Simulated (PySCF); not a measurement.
# Single-point calculation, with input and output: S2F2

- system: S2F2 (Difluorodisulfane), SMILES FSSF
- method: wB97X/6-311+G**, RKS (PySCF 2.14.0)

The geometry comes from this level: PBE0-D4/def2-TZVP.

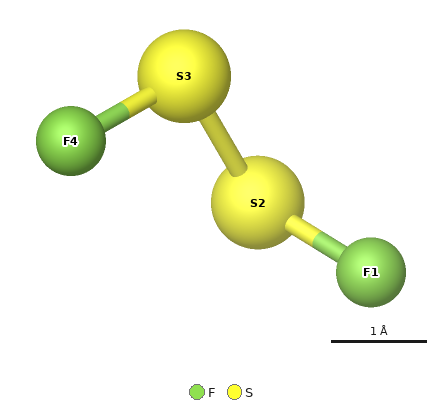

Fig. 1: The input geometry (ball-and-stick view, seen at an oblique angle; atoms are numbered from 1 in the order of the input).

**Input (calc.py)**
```python
from pyscf import gto, dft

mol = gto.Mole()
mol.atom = '''
F     -3.370799    -0.377813    -1.174635
S     -0.883768     1.444034    -1.195006
S      1.974745    -0.522301    -0.349070
F      2.279784    -0.543901     2.718711
'''
mol.unit = 'bohr'
mol.charge = 0
mol.max_memory = 1860
mol.verbose = 4
mol.basis = '6-311+g**'
mol.spin = 0
mol.build()

mf = dft.RKS(mol)
mf.xc = 'wb97x'
mf.grids.level = 5
mf.conv_tol = 1e-10
mf.kernel()
if not mf.converged:
    mf = mf.newton().run(mf.mo_coeff, mf.mo_occ)

e_tot = mf.e_tot
print('E(%s) = %.9f' % ('WB97X', e_tot))
```

Run on 1 thread of Arm Neoverse V2, 24 GiB of memory available, shared host.

Command:
```bash
OMP_NUM_THREADS=1 python calc.py
```

**Log**
```
PySCF version 2.14.0

[INPUT] num. atoms = 4
[INPUT] num. electrons = 50
[INPUT] charge = 0
[INPUT] spin (= nelec alpha-beta = 2S) = 0
[INPUT] symmetry False subgroup None
[INPUT] Mole.unit = bohr
[INPUT] Symbol           X                Y                Z      unit          X                Y                Z       unit  Magmom
[INPUT]  1 F     -1.783750013392  -0.199930029589  -0.621590073149 AA   -3.370799000000  -0.377813000000  -1.174635000000 Bohr   0.0
[INPUT]  2 S     -0.467669885340   0.764149884594  -0.632369942113 AA   -0.883768000000   1.444034000000  -1.195006000000 Bohr   0.0
[INPUT]  3 S      1.044990051378  -0.276389786441  -0.184719889016 AA    1.974745000000  -0.522301000000  -0.349070000000 Bohr   0.0
[INPUT]  4 F      1.206409738620  -0.287820014197   1.438679904278 AA    2.279784000000  -0.543901000000   2.718711000000 Bohr   0.0

nuclear repulsion = 230.128336118519
number of shells = 48
number of NR pGTOs = 168
number of NR cGTOs = 104
basis = 6-311+g**
ecp = {}

******** <class 'pyscf.dft.rks.RKS'> ********
method = RKS
initial guess = minao
damping factor = 0
level_shift factor = 0
DIIS = <class 'pyscf.scf.diis.CDIIS'>
diis_start_cycle = 1
diis_space = 8
diis_damp = 0
SCF conv_tol = 1e-10
SCF conv_tol_grad = None
SCF max_cycles = 50
direct_scf = True
direct_scf_tol = 1e-13
XC library pyscf.dft.libxc version 7.0.0
    S. Lehtola, C. Steigemann, M. J.T. Oliveira, and M. A.L. Marques.,  SoftwareX 7, 1–5 (2018)
XC functionals = wb97x
radial grids:
    Treutler-Ahlrichs [JCP 102, 346 (1995); DOI:10.1063/1.469408] (M4) radial grids

becke partition: Becke, JCP 88, 2547 (1988); DOI:10.1063/1.454033
pruning grids: <function nwchem_prune>
grids dens level: 5
symmetrized grids: False
atomic radii adjust function: <function treutler_atomic_radii_adjust>
small_rho_cutoff = 0
Set gradient conv threshold to 1e-05
Initial guess from minao.
tot grids = 173856
init E= -996.562478473529
  HOMO = -0.309072764573541  LUMO = -0.0670459849797143  gap/eV = 6.58588
cycle= 1 E= -995.930875328358  delta_E= 0.632  |g|= 0.77  |ddm|= 2.22
  HOMO = -0.404190349690898  LUMO = -0.0229290766957793  gap/eV = 10.37465
cycle= 2 E= -995.897236820164  delta_E= 0.0336  |g|= 0.975  |ddm|= 0.983
  HOMO = -0.418457720442276  LUMO = -0.00692147123713809  gap/eV = 11.19847
cycle= 3 E= -996.036003741618  delta_E= -0.139  |g|= 0.0886  |ddm|= 0.492
  HOMO = -0.404482364538541  LUMO = 0.0102386686096164  gap/eV = 11.28513
cycle= 4 E= -996.037465570674  delta_E= -0.00146  |g|= 0.0184  |ddm|= 0.113
  HOMO = -0.406616677927388  LUMO = 0.0100306079798183  gap/eV = 11.33755
cycle= 5 E= -996.037681436752  delta_E= -0.000216  |g|= 0.00535  |ddm|= 0.0472
  HOMO = -0.40650840303131  LUMO = 0.0103805090078695  gap/eV = 11.34413
cycle= 6 E= -996.037715396613  delta_E= -3.4e-05  |g|= 0.00206  |ddm|= 0.0204
  HOMO = -0.406593797026673  LUMO = 0.0104676657462436  gap/eV = 11.34882
cycle= 7 E= -996.037723320903  delta_E= -7.92e-06  |g|= 0.000479  |ddm|= 0.0146
  HOMO = -0.406585066112181  LUMO = 0.01050191774681  gap/eV = 11.34951
cycle= 8 E= -996.037723588468  delta_E= -2.68e-07  |g|= 0.000102  |ddm|= 0.00387
  HOMO = -0.406585554647322  LUMO = 0.0105038612060761  gap/eV = 11.34958
cycle= 9 E= -996.037723595432  delta_E= -6.96e-09  |g|= 3.05e-05  |ddm|= 0.000585
  HOMO = -0.406582314805232  LUMO = 0.0105067302979287  gap/eV = 11.34957
cycle= 10 E= -996.037723595889  delta_E= -4.56e-10  |g|= 1.01e-05  |ddm|= 0.000136
  HOMO = -0.406582138697993  LUMO = 0.0105068302926161  gap/eV = 11.34957
cycle= 11 E= -996.037723595912  delta_E= -2.27e-11  |g|= 6.61e-06  |ddm|= 1.42e-05
  HOMO = -0.406582161824751  LUMO = 0.0105067879436207  gap/eV = 11.34957
```

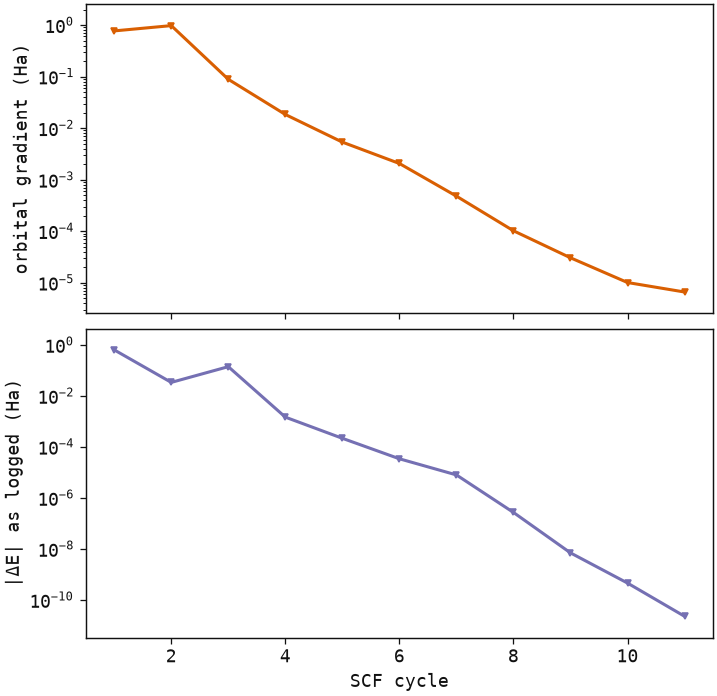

Fig. 2: Convergence of the self-consistent field: orbital gradient and size of the energy change against the SCF cycle. The residual falls almost steadily, with no more than small rises.

```
Extra cycle  E= -996.037723595913  delta_E= -1.82e-12  |g|= 8.23e-06  |ddm|= 1.27e-05
converged SCF energy = -996.037723595913
E(WB97X) = -996.037723596
```

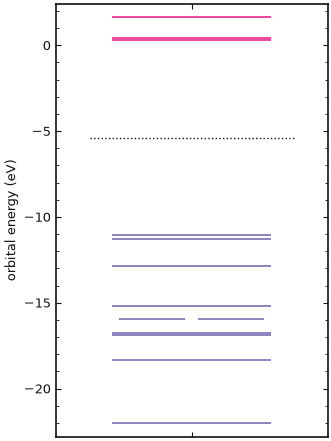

Fig. 3: Orbital energies near the frontier; the dotted line parts filled from empty levels, and levels within 0.02 eV of each other stand side by side. Highest filled −11.06 eV, lowest empty 0.29 eV, 11.35 eV apart.

**Key numbers**

```json
{"quantity": "outcome", "value": "converged"}
{"quantity": "total energy", "value": "−996.037724 hartree"}
{"quantity": "basis functions", "value": "104"}
{"quantity": "HOMO", "value": "−11.06 eV"}
{"quantity": "LUMO", "value": "0.29 eV"}
{"quantity": "dipole moment", "value": "1.83 D"}
{"quantity": "wall time", "value": "20 s"}
{"quantity": "peak memory", "value": "0.54 GiB"}
```
